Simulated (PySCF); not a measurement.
The calculation's input:

```
{"job": {"kind": "uv", "xc": "PBE0", "basis": "def2-SVPD", "ip": true, "nstates": 10}, "charge": 0, "multiplicity": 1}
Sn     0.003223    -0.002680     0.001107
N     -0.010457    -0.028203     2.266282
H     -0.442487     0.827390     2.618010
H      0.958362    -0.079032     2.586026
H     -0.526181    -0.842839     2.601861
N      0.016224     0.022568    -2.263944
H      0.510505     0.847705    -2.605754
H     -0.954188     0.047350    -2.582676
H      0.467405    -0.825627    -2.609421
Cl     2.406743    -0.042537     0.040777
Cl    -2.400325     0.034996    -0.016904
Cl     0.041040     2.400250     0.022490
Cl    -0.032977    -2.405666    -0.046898
```

Command:

```sh
OMP_NUM_THREADS=1 python probes_run.py task.json out
```

Geometry: PBE0-D3(BJ)/def2-SVP; core potentials replace the inner electrons of Sn.

Level of theory: PBE0/def2-SVPD, SCF density, gas phase, scalar-relativistic core potentials on the heavy atoms in PySCF 2.14.0.

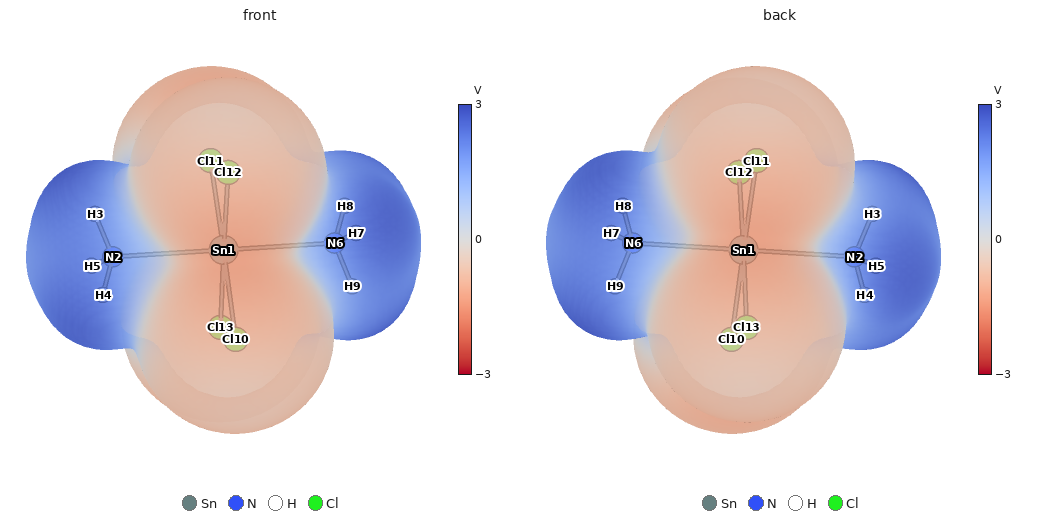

Cl4H6N2Sn (trans-Sn(NH3)2Cl4). The molecular electrostatic potential painted on the density surface at 0.002 e/bohr³, seen from the front and from behind; the colour scale runs from red (negative) to blue (positive).

Question: Describe the electrostatic potential map.

Answer: The most negative region (about −1.3 V, or −30 kcal/mol for a unit charge) lies over Cl10, Cl11, Cl12 and Cl13, the most positive (about +2.7 V, or +62 kcal/mol for a unit charge) over the H atoms.

Question: What dipole moment does the calculation give?

Answer: Its dipole moment is zero.
